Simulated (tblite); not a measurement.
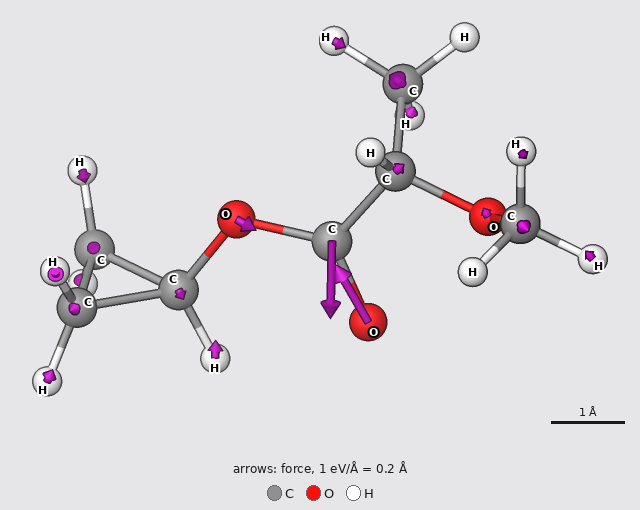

Starting geometry of C7H12O3 with the computed forces as purple arrows. A ball-and-stick model, seen at a tilt.

The calculation used GFN2-xTB geometry optimisation, gas phase (tblite). 

**Is this structure relaxed? If not, where do the atoms go?**

It isn't relaxed: the largest force vector, on a C atom, is 5.73 eV/Å. The final displacements have little in common with the starting forces (cosine between the two patterns 0.11). Over 124 geometry steps the energy falls by 0.954 eV. The largest move after the best rigid fit is that of an H atom, 1.30 Å. By element the largest moves are H 1.30 Å, O 0.56 Å, C 0.40 Å. Some distances before and after: C–O 1.283 → 1.201 Å, C–C 1.472 → 1.531 Å, C–H 1.116 → 1.079 Å, C–O 1.368 → 1.337 Å. Among the angles between lasting bonds that change: C–C–O 119.6° → 109.6°, C–C–H 112.4° → 120.5°, O–C–C 105.2° → 112.8°. Groups turn about C–O by about 50°. Cost: 1.6 s on 1 thread of Arm Neoverse N1, on a shared host.
